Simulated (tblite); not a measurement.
## C$_{3}$H$_{12}$GeN$_{2}$: geometry relaxation (part 1 of 2)

- system: C$_{3}$H$_{12}$GeN$_{2}$, SMILES C[N]([GeH3])CCN
- method: GFN2-xTB geometry optimisation, gas phase (tblite 0.8.0)

It belongs to a series of runs on one base structure; here: H on C replaced by CH2NH2.

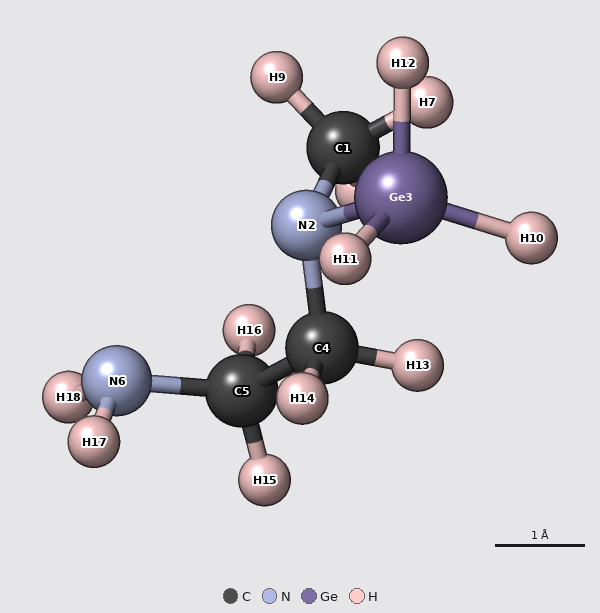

**Figure 1.** The structure as given in the input (ball-and-stick view, seen at a tilt; atoms are numbered from 1 in the order of the input). Sticks mark near contacts. Bond lengths as drawn: C–C 1.49 Å, C–H 1.09 to 1.14 Å, C–N 1.44 to 1.47 Å, Ge–H 1.54 to 1.57 Å, Ge–N 1.85 Å and H–N 1.05 to 1.07 Å.

**Summary**

| quantity | value |
| --- | --- |
| outcome | converged |
| total energy | −552.3653 eV |
| hardware | 1 CPU thread, shared host |
| wall time | 0.93 s |
| peak memory | 0.18 GiB |

**Input file**
```
{"job": {"kind": "relax", "xc": "GFN2-xTB", "basis": "xTB"}, "charge": 0, "multiplicity": 1}
C     -0.624700     1.365800    -0.802800
N     -0.517700    -0.035700    -0.507400
Ge    -2.228600    -0.711400    -0.270400
C      0.204400    -0.274400     0.724300
C      1.654900     0.049700     0.670300
N      2.371400    -0.742800    -0.345700
H     -1.716800     1.655200    -0.655400
H     -0.000400     2.034200    -0.180600
H     -0.422300     1.503000    -1.878800
H     -2.910100    -0.164100     1.034500
H     -2.145500    -2.246300    -0.274300
H     -3.113000    -0.285800    -1.479400
H     -0.345800     0.202900     1.576000
H      0.089500    -1.393800     0.912400
H      2.122700    -0.027000     1.655700
H      1.780300     1.113600     0.300700
H      2.456500    -1.747100    -0.061500
H      3.336700    -0.289700    -0.429400
```

The first line tells a small driver script what to run in tblite; the rest is the geometry in Å.

Launch command:
```bash
OMP_NUM_THREADS=1 python <driver script> task.json out
```

**Output**
```
step      E/eV     max force
  0    -551.22892    2.288
  1    -551.48045    0.764
  2    -551.55442    0.628
  3    -551.61077    0.643
  4    -551.65849    0.465
  5    -551.68111    0.315
  6    -551.69608    0.274
  7    -551.70864    0.292
  8    -551.72008    0.254
  9    -551.72765    0.204
 10    -551.73289    0.196
 11    -551.73796    0.204
 12    -551.74502    0.282
 13    -551.75481    0.336
 14    -551.76561    0.267
 15    -551.77444    0.208
 16    -551.78112    0.171
 17    -551.78673    0.163
 18    -551.79123    0.150
 19    -551.79485    0.152
 20    -551.79830    0.136
 21    -551.80239    0.157
 22    -551.80729    0.176
 23    -551.81212    0.156
 24    -551.81621    0.166
 25    -551.82001    0.151
 26    -551.82429    0.201
 27    -551.82907    0.212
 28    -551.83376    0.159
 29    -551.83823    0.177
 30    -551.84325    0.159
 31    -551.84987    0.190
 32    -551.85804    0.187
 33    -551.86627    0.188
 34    -551.87379    0.233
 35    -551.88271    0.265
 36    -551.89569    0.328
 37    -551.90749    0.591
 38    -551.90695    0.553
 39    -551.93442    0.329
 40    -551.94639    0.195
 41    -551.95892    0.261
 42    -551.96972    0.388
 43    -551.97791    0.230
 44    -551.98846    0.177
 45    -551.99497    0.160
 46    -551.99962    0.179
 47    -552.00363    0.193
 48    -552.00668    0.212
 49    -552.01123    0.159
 50    -552.01688    0.143
 51    -552.02055    0.136
 52    -552.02577    0.141
 53    -552.02988    0.134
 54    -552.03451    0.130
 55    -552.03889    0.148
 56    -552.04351    0.184
 57    -552.04784    0.212
 58    -552.05434    0.191
 59    -552.06103    0.130
 60    -552.06433    0.144
 61    -552.06834    0.179
 62    -552.07370    0.205
 63    -552.08075    0.198
 64    -552.08742    0.168
 65    -552.09384    0.178
 66    -552.09904    0.179
 67    -552.10498    0.134
 68    -552.10919    0.140
 69    -552.11362    0.160
 70    -552.11811    0.185
 71    -552.12295    0.166
 72    -552.12812    0.192
 73    -552.13432    0.234
 74    -552.14368    0.291
 75    -552.15582    0.280
 76    -552.16807    0.347
 77    -552.17988    0.537
 78    -552.19423    0.362
 79    -552.20542    0.246
 80    -552.21755    0.240
 81    -552.23005    0.277
 82    -552.24036    0.233
 83    -552.24964    0.296
 84    -552.25943    0.244
 85    -552.27110    0.288
 86    -552.28000    0.263
 87    -552.28843    0.195
 88    -552.29250    0.196
 89    -552.29661    0.253
 90    -552.30270    0.198
 91    -552.30926    0.152
 92    -552.31247    0.131
 93    -552.31404    0.133
 94    -552.31577    0.151
 95    -552.31811    0.145
 96    -552.32040    0.119
 97    -552.32223    0.111
 98    -552.32373    0.078
 99    -552.32524    0.094
100    -552.32688    0.091
101    -552.32860    0.107
102    -552.33033    0.107
103    -552.33217    0.101
104    -552.33396    0.113
105    -552.33554    0.105
106    -552.33701    0.098
107    -552.33851    0.081
108    -552.34000    0.075
109    -552.34114    0.109
110    -552.34209    0.064
111    -552.34290    0.059
112    -552.34394    0.067
113    -552.34498    0.067
114    -552.34584    0.069
115    -552.34651    0.065
116    -552.34714    0.064
117    -552.34785    0.072
118    -552.34879    0.076
119    -552.35004    0.087
120    -552.35160    0.077
121    -552.35295    0.077
122    -552.35379    0.074
123    -552.35426    0.048
124    -552.35472    0.048
125    -552.35535    0.055
126    -552.35605    0.061
127    -552.35670    0.042
128    -552.35726    0.046
129    -552.35777    0.050
130    -552.35823    0.061
131    -552.35862    0.060
132    -552.35896    0.067
133    -552.35935    0.076
134    -552.35987    0.066
135    -552.36056    0.075
136    -552.36137    0.079
137    -552.36215    0.064
138    -552.36278    0.071
139    -552.36323    0.061
140    -552.36361    0.050
141    -552.36393    0.040
142    -552.36424    0.035
143    -552.36456    0.034
144    -552.36480    0.032
145    -552.36497    0.028
146    -552.36506    0.022
147    -552.36512    0.016
148    -552.36517    0.016
149    -552.36521    0.014
150    -552.36524    0.015
151    -552.36527    0.010
152    -552.36528    0.009
```

**Trajectory as extended XYZ (Å, eV, eV/Å), 12 of the 153 frames kept, from step=0 to step=152**
```
18
Properties=species:S:1:pos:R:3:forces:R:3 step=0 energy=-551.22892
C    -0.6247    1.3658   -0.8028   -1.3310   1.1550  -0.5940
N    -0.5177   -0.0357   -0.5074   -0.1560  -0.3930   0.6170
Ge   -2.2286   -0.7114   -0.2704   -0.7280  -0.6930  -0.5230
C     0.2044   -0.2744    0.7243   -1.1710  -1.8400   0.6900
C     1.6549    0.0497    0.6703    1.1390   1.1270  -1.1380
N     2.3714   -0.7428   -0.3457    1.2110   0.1820   0.4610
H    -1.7168    1.6552   -0.6554    1.1270   0.4560  -0.1260
H    -0.0004    2.0342   -0.1806   -0.3050  -0.4580  -0.4150
H    -0.4223    1.5030   -1.8788    0.1820   0.2140   0.4090
H    -2.9101   -0.1641    1.0345    0.2760  -0.2290  -0.5060
H    -2.1455   -2.2463   -0.2743   -0.0460   0.4230   0.1470
H    -3.1130   -0.2858   -1.4794    0.3980  -0.1070   0.5220
H    -0.3458    0.2029    1.5760    0.7790   0.0920  -0.1400
H     0.0895   -1.3938    0.9124    0.2530   0.8990  -0.0780
H     2.1227   -0.0270    1.6557   -0.0820   0.0150   0.2830
H     1.7803    1.1136    0.3007   -0.1040  -0.8450   0.5460
H     2.4565   -1.7471   -0.0615    0.0590   1.2290  -0.2440
H     3.3367   -0.2897   -0.4294   -1.4990  -1.2270   0.0890
18
Properties=species:S:1:pos:R:3:forces:R:3 step=14 energy=-551.76561
C    -0.6603    1.4181   -0.8023   -0.1190   0.0390  -0.0700
N    -0.6528    0.0203   -0.3819    0.0340  -0.0090  -0.0020
Ge   -2.3011   -0.7925   -0.3078    0.1270   0.1530   0.1780
C     0.2044   -0.2709    0.7495   -0.1310  -0.1480   0.1140
C     1.6845    0.0863    0.6264    0.0330   0.0170  -0.0630
N     2.3753   -0.7195   -0.3559    0.0060  -0.0980  -0.2000
H    -1.6511    1.8675   -0.7160   -0.0900   0.0500   0.0630
H     0.0201    2.0160   -0.1974   -0.0330  -0.0300  -0.0910
H    -0.3716    1.4799   -1.8526    0.1670   0.0510  -0.0030
H    -3.0315   -0.3351    0.9412   -0.1140  -0.0580  -0.0690
H    -2.1570   -2.2781   -0.2311    0.1020   0.0150  -0.0450
H    -3.0724   -0.3481   -1.5036    0.0070  -0.0180  -0.0480
H    -0.1550    0.2154    1.6705   -0.0510   0.0990   0.0480
H     0.1281   -1.3484    0.9059    0.0250  -0.1750   0.0830
H     2.1062   -0.0320    1.6378    0.0720   0.0860   0.1250
H     1.7959    1.1294    0.3332    0.0490   0.0900  -0.0100
H     2.3932   -1.6881   -0.0603   -0.0440  -0.0920  -0.0370
H     3.3362   -0.4137   -0.4672   -0.0410   0.0300   0.0270
18
Properties=species:S:1:pos:R:3:forces:R:3 step=28 energy=-551.83376
C    -0.6402    1.4483   -0.7691   -0.0420  -0.0580   0.0660
N    -0.6958    0.0852   -0.2482   -0.0040  -0.0500  -0.0280
Ge   -2.2906   -0.7944   -0.2852    0.0760  -0.0230  -0.0580
C     0.2075   -0.2376    0.8421   -0.0010   0.0810  -0.0620
C     1.6891    0.0907    0.6047   -0.0910  -0.0170   0.0110
N     2.2933   -0.7415   -0.4206   -0.0490  -0.0030   0.0540
H    -1.6282    1.9083   -0.7822   -0.0800   0.0140   0.0040
H     0.0010    2.0739   -0.1511   -0.0160   0.0450  -0.0270
H    -0.2638    1.4466   -1.7972    0.1030  -0.0120   0.1210
H    -3.2849   -0.4932    0.8256    0.0800  -0.0120   0.0270
H    -1.9329   -2.2473   -0.2310   -0.0710   0.0180   0.0050
H    -2.9700   -0.3993   -1.5583    0.0700  -0.0410  -0.0300
H    -0.0855    0.2858    1.7705    0.0320  -0.0500  -0.0400
H     0.1140   -1.3197    1.0149   -0.0110   0.1510   0.0370
H     2.1799    0.0031    1.5966    0.0360   0.0090  -0.1530
H     1.7848    1.1278    0.2694    0.0690  -0.0590   0.0740
H     2.2383   -1.7220   -0.1663   -0.0600  -0.0160   0.0160
H     3.2753   -0.5083   -0.5265   -0.0390   0.0220  -0.0170
18
Properties=species:S:1:pos:R:3:forces:R:3 step=41 energy=-551.95892
C    -0.6370    1.5106   -0.6114   -0.0170   0.1370  -0.0610
N    -0.7735    0.2210    0.0317    0.0070  -0.0480  -0.0780
Ge   -2.1183   -0.8949   -0.3865    0.0970  -0.0130   0.0870
C     0.2201   -0.0734    1.0309   -0.0420   0.0430   0.0590
C     1.6610    0.0890    0.5379    0.0610  -0.0900  -0.0160
N     1.9457   -0.8090   -0.5697    0.0710   0.0350  -0.0180
H    -1.6041    1.8284   -1.0185    0.1730  -0.0520   0.1270
H    -0.2963    2.2590    0.1197   -0.1380  -0.0750  -0.2090
H     0.0782    1.4623   -1.4443   -0.0210   0.1070   0.1530
H    -3.2995   -0.7470    0.5417   -0.1280   0.0550  -0.0020
H    -1.6269   -2.2928   -0.2040    0.0430  -0.0880  -0.0690
H    -2.5331   -0.5603   -1.7804   -0.0480  -0.0620  -0.0090
H     0.0899    0.5942    1.8963    0.0460   0.0300   0.0820
H     0.0572   -1.1025    1.3812    0.0560   0.1200  -0.0970
H     2.3413   -0.0555    1.3956   -0.0590  -0.0570   0.0720
H     1.8122    1.1119    0.1782   -0.0050  -0.0680   0.0040
H     1.7386   -1.7711   -0.3205   -0.0660   0.0190   0.0800
H     2.9357   -0.7639   -0.7894   -0.0290   0.0050  -0.1030
18
Properties=species:S:1:pos:R:3:forces:R:3 step=55 energy=-552.03889
C    -0.6860    1.5957   -0.4924    0.0270  -0.0880  -0.0150
N    -0.8062    0.3350    0.2057    0.0100  -0.0830   0.0830
Ge   -1.8897   -0.9715   -0.4376    0.0530   0.0410  -0.0090
C     0.2618    0.0811    1.1391    0.0380   0.0180   0.0220
C     1.6616    0.0274    0.5016   -0.0100   0.0420   0.0310
N     1.6178   -0.8631   -0.6432    0.0760  -0.0030   0.0790
H    -1.5135    1.6831   -1.1956   -0.0030   0.1100   0.0720
H    -0.7223    2.4206    0.2291   -0.0210   0.0140  -0.1190
H     0.2514    1.6534   -1.0558   -0.0890   0.0810  -0.0070
H    -3.2324   -0.8617    0.2513    0.0430  -0.0600   0.0570
H    -1.3294   -2.3453   -0.2005   -0.0080   0.0900   0.0660
H    -2.1718   -0.7627   -1.8914    0.0900   0.0170  -0.0790
H     0.2731    0.8633    1.9132   -0.0300  -0.0530  -0.0030
H     0.0652   -0.8814    1.6240   -0.0300   0.0600  -0.0110
H     2.3907   -0.2597    1.2809   -0.0740  -0.1270  -0.0130
H     1.9573    1.0217    0.1614   -0.0380   0.0380  -0.1020
H     1.3319   -1.7828   -0.3233    0.0370  -0.0980  -0.0740
H     2.5319   -0.9466   -1.0779   -0.0710  -0.0010   0.0230
18
Properties=species:S:1:pos:R:3:forces:R:3 step=69 energy=-552.11362
C    -0.7829    1.7056   -0.4040   -0.0390   0.0440   0.0160
N    -0.8439    0.4606    0.3369   -0.0360   0.0050  -0.0830
Ge   -1.6302   -0.9777   -0.4757    0.0540  -0.0750  -0.1300
C     0.2749    0.1891    1.1992   -0.0080   0.0060  -0.0310
C     1.5998   -0.0985    0.4636   -0.0120   0.0160   0.0470
N     1.3564   -0.9808   -0.6651   -0.0710   0.0170   0.0540
H    -1.5175    1.6754   -1.2093   -0.0040   0.0050   0.0530
H    -1.0342    2.5496    0.2457    0.0290  -0.0030   0.0920
H     0.1943    1.9061   -0.8518    0.0300  -0.1120   0.0030
H    -3.0545   -1.0115    0.0203   -0.0570   0.0610  -0.0650
H    -1.0256   -2.2833   -0.0490   -0.0440   0.0400   0.0260
H    -1.6536   -0.8613   -1.9736    0.0260  -0.0200   0.0680
H     0.4384    1.0307    1.8822   -0.0460  -0.0110   0.0210
H    -0.0030   -0.6920    1.7885    0.0980   0.0710   0.0230
H     2.3086   -0.5099    1.1979    0.0500  -0.0080   0.0000
H     2.0227    0.8342    0.0862   -0.0420   0.0430  -0.0610
H     1.1731   -1.9218   -0.3324    0.1210  -0.0300  -0.0080
H     2.1684   -1.0081   -1.2715   -0.0490  -0.0500  -0.0250
```
